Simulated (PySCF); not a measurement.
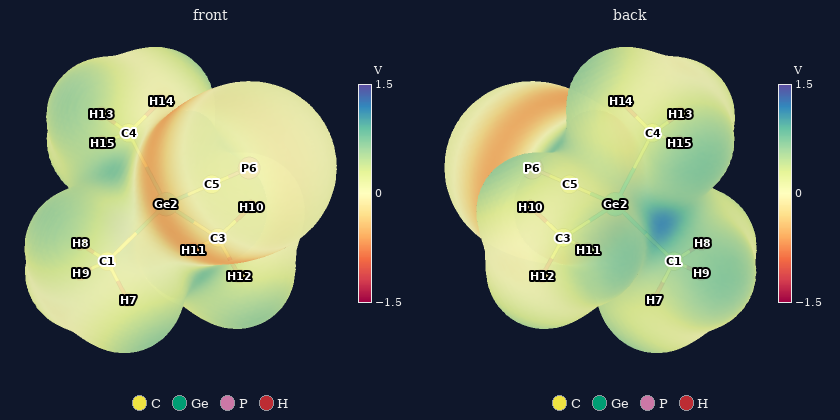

The picture shows: C₄H₉GeP (SMILES [CH3][Ge]([CH3])([CH3])[C]#P). The molecular electrostatic potential painted on the density surface at 0.002 e/bohr³, seen from the front and from behind; red is negative and blue positive.

Geometry: GFN2-xTB.

All numbers below come from B3LYP/def2-SVPD, SCF density, gas phase in PySCF 2.14.0.

```xyz
15

C     0.5198    1.7467    0.6341
Ge   -0.0927   -0.0795    0.1630
C    -1.4128   -0.0251   -1.3158
C     1.4448   -1.2415   -0.3030
C    -0.9556   -0.8268    1.6939
P    -1.6611   -1.4371    2.9431
H    -0.3173    2.3787    0.9157
H     1.2189    1.7202    1.4649
H     1.0192    2.2022   -0.2164
H    -1.7716   -1.0221   -1.5547
H    -0.9565    0.3954   -2.2076
H    -2.2688    0.5883   -1.0499
H     2.1530   -1.2988    0.5185
H     1.1142   -2.2494   -0.5364
H     1.9621   -0.8432   -1.1714
```

Which sites attract a positive test charge, and which a negative one?

A positive charge is drawn to the negative regions and a negative charge to the positive ones. The most negative region (about −0.6 V) lies over C5 and P6, the most positive (about +1.0 V) over Ge2.
